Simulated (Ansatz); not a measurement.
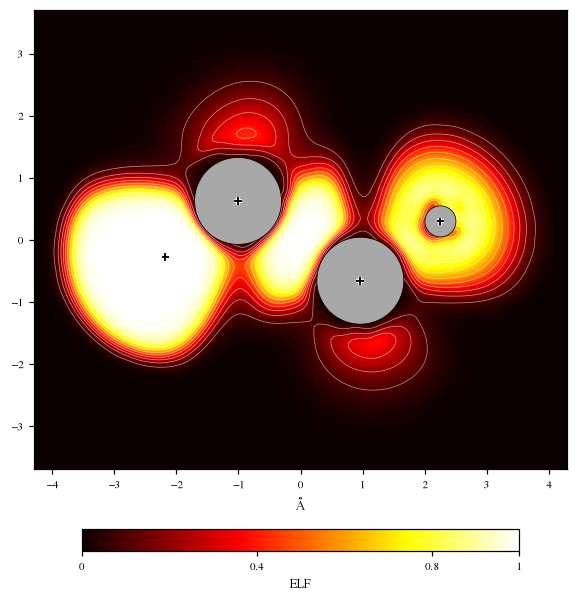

The ELF on a plane through atoms (crosses mark nuclei in the plane; grey discs cover the cores).

All numbers below come from isolated molecule in a Gaussian basis; Hartree-Fock in Ansatz.

Candidates:
A. ClH4SSi2 (SMILES [SiH2]S[SiH2]Cl) (doublet)
B. F2H4Si2 (SMILES F[SiH2][SiH2]F)
C. C2H2FNTe (SMILES FC1N=C1[TeH])

> Which system is this?

Candidate B: F2H4Si2 on the plane of atoms F1, Si2 and Si3, which holds F, Si and H. Si–F (1.60 Å): the ELF peaks at about 0.90 in the valence shell of F, 0.6 Å from its nucleus, and is about 0.40 at the midpoint. Si–Si (2.35 Å): the ELF peaks at about 1 between the atoms: a shared electron pair.
